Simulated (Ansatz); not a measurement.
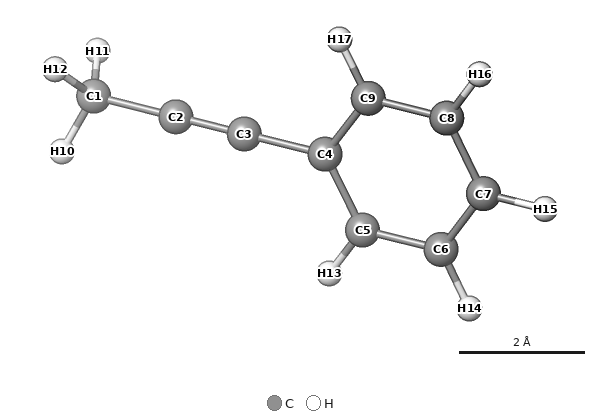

Fig. 1: The input geometry (ball-and-stick view, seen at a tilt; atoms are numbered from 1 in the order of the input).

## Run report: C9H8, single-point calculation

System: C9H8, SMILES CC#Cc1ccccc1.
Method: RKS PBE0-D4/def2-TZVPP (Ansatz 0.2.0).

The geometry comes from this level: PBE0-D4/def2-TZVP.

### Output
```
Functional definition: PBE0
  name "PBE0"
  cite "Adamo & Barone, J. Chem. Phys. 110, 6158 (1999) doi:10.1063/1.478522"
  cite "Perdew, Burke & Ernzerhof, Phys. Rev. Lett. 77, 3865 (1996) doi:10.1103/PhysRevLett.77.3865"
  parent pbe
  parameter a = 0.25
  parameter kappa = 0.804
  parameter beta = 0.06672455060314922
  exchange = (1 - a)*pbe_x(kappa = kappa, mu = beta*pi^2/3) + a*exact_x
  correlation = pbe_c(beta = beta)
2092 factors; their error is unknown
mean field evaluation 1: about -9441.2596 eV, gradient 7.2e1 eV
mean field evaluation 2: about -9440.7749 eV, gradient 7.2e1 eV
mean field evaluation 4: about -9453.6112 eV, gradient 7.0e0 eV
mean field evaluation 8: about -9453.7219 eV, gradient 2.6e-1 eV
mean field evaluation 16: about -9453.7243 eV, gradient 7.4e-4 eV
mean field -9453.72426241 eV, -347.4179586790 hartree, gradient 2.2e-5 eV, S^2 0.000000; 0 other end points of the search recorded, 0 dependent functions left out
reference -9453.72430258 eV, -347.4179601554 hartree; 31, 31 occupied and 360, 360 virtual orbitals, 2092 factors
Total energy: -9454.10348987 eV, -347.4318950314 hartree
```

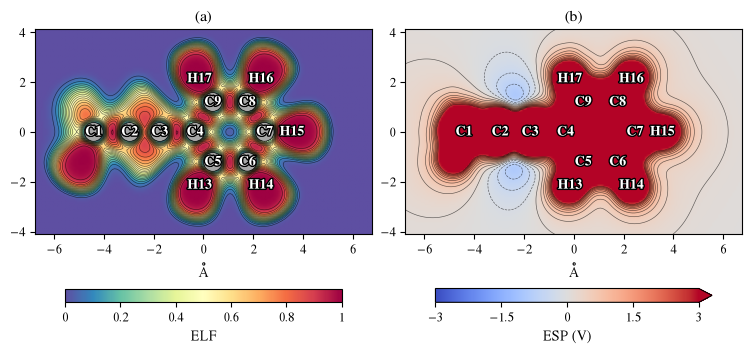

Fig. 2: (a) electron localisation function; (b) molecular electrostatic potential on the plane of atoms C8, C9 and H17. Grey discs, where drawn, cover atomic cores. Atoms in the plane: C and H. C–C (1.20 Å): the ELF peaks at about 0.85 between the atoms (a double or triple bond). C–C (1.38 Å): the ELF peaks at about 0.95 between the atoms, which marks a covalent bond.

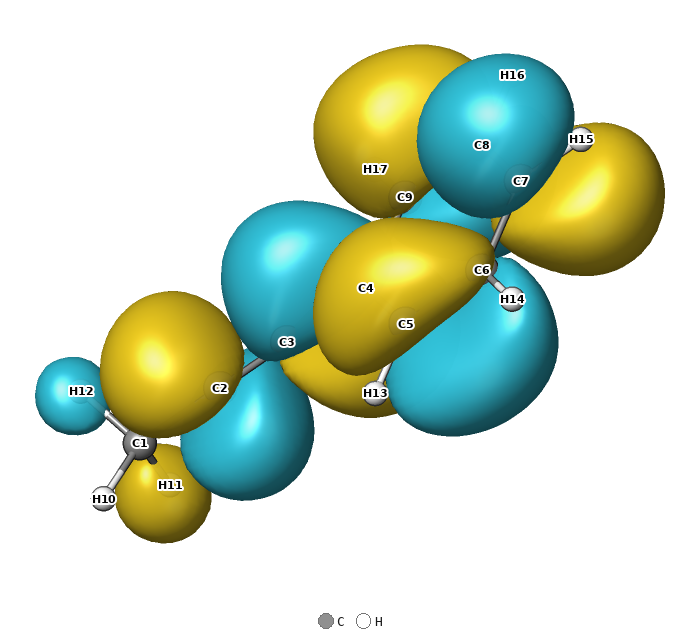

Fig. 3: The LUMO at ±0.06 Å⁻³ᐟ² (yellow and cyan are the two phases), seen at an oblique angle. By Hirshfeld shares it lies mainly on C7 (20 %), C4 (15 %), C2 (10 %), C5 (10 %) and C9 (10 %). Its energy is −0.78 eV.

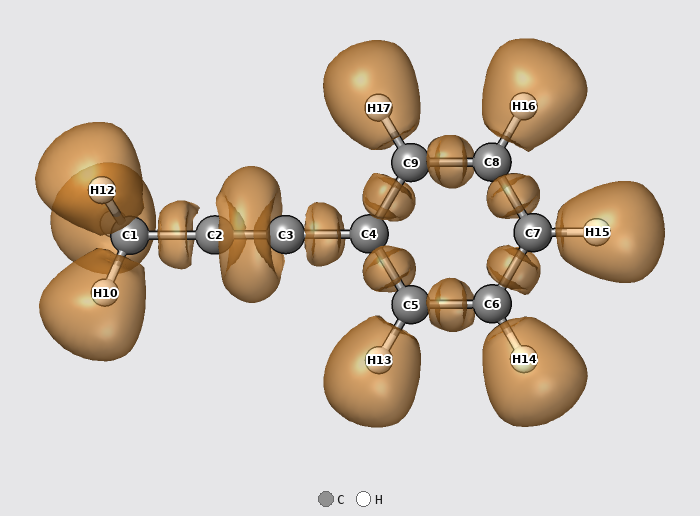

Fig. 4: Isosurface of the ELF at 0.75 (orange), seen face on. Only the valence region is drawn (cores and ρ < 0.01 e/Å³ removed). The ELF exceeds this value in nine regions between bonded C–C atoms (shared pairs) and eight regions around hydrogen nuclei. Values along the shortest contacts: C–C (1.20 Å): the ELF peaks at about 0.85 between the atoms (a multiple bond by its length, whose ELF region spreads away from the axis). C–H (1.08 Å): the ELF climbs to about 1 towards the hydrogen (a covalent bond by its length).

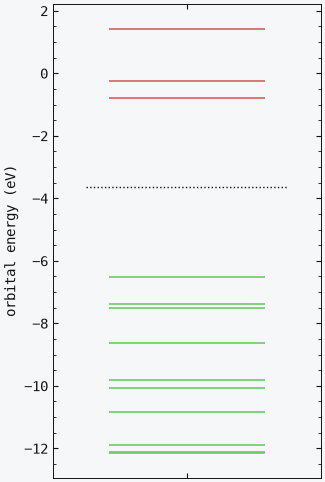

Fig. 5: Orbital energies near the frontier; the dotted line parts filled from empty levels, and levels within 0.02 eV of each other stand side by side. Highest filled −6.52 eV, lowest empty −0.78 eV, 5.74 eV apart.

This output came from the following input.

### Input
```yaml
crystal:
  periodic: [false, false, false]
  atoms:
    - {symbol: C, position_ang: [3.356059, -1.504055, -1.169655]}
    - {symbol: C, position_ang: [2.096704, -0.937840, -0.731196]}
    - {symbol: C, position_ang: [1.049000, -0.468245, -0.366463]}
    - {symbol: C, position_ang: [-0.188309, 0.085093, 0.066135]}
    - {symbol: C, position_ang: [-0.686624, 1.254733, -0.515196]}
    - {symbol: C, position_ang: [-1.890081, 1.789892, -0.090957]}
    - {symbol: C, position_ang: [-2.615535, 1.170368, 0.916805]}
    - {symbol: C, position_ang: [-2.129033, 0.008799, 1.499673]}
    - {symbol: C, position_ang: [-0.926331, -0.531992, 1.080462]}
    - {symbol: H, position_ang: [3.930007, -0.779106, -1.752057]}
    - {symbol: H, position_ang: [3.192946, -2.384819, -1.796675]}
    - {symbol: H, position_ang: [3.966730, -1.809640, -0.316137]}
    - {symbol: H, position_ang: [-0.117767, 1.735707, -1.301685]}
    - {symbol: H, position_ang: [-2.264756, 2.697449, -0.550366]}
    - {symbol: H, position_ang: [-3.557851, 1.591775, 1.247119]}
    - {symbol: H, position_ang: [-2.691038, -0.479991, 2.287287]}
    - {symbol: H, position_ang: [-0.543222, -1.438627, 1.532906]}
basis:
  gaussian: {orbitals: def2-TZVPP}
hamiltonian: {xc: pbe0, dispersion: d4}
output: {orbitals: {seedname: orbitals}}
```

Launched with:
```bash
ansatz run in.yaml --threads 2 --pin off --events-out ev --progress --plain --max-ram 32768MiB --backend cuda --devices 0, --max-vram 18GiB
```

### Results in brief

| quantity | value |
| --- | --- |
| outcome | converged |
| total energy | −9454.1035 eV |
| mean-field energy | −9453.7243 eV |
| dispersion energy | −0.3792 eV |
| SCF solution under orbital rotations | stable |
| HOMO | −6.52 eV |
| LUMO | −0.78 eV |
| hardware | 2 CPU threads, shared host |
| wall time | 6.5 s (CPU time 4.3 s; the host was busy) |
| peak memory | 0.89 GiB |
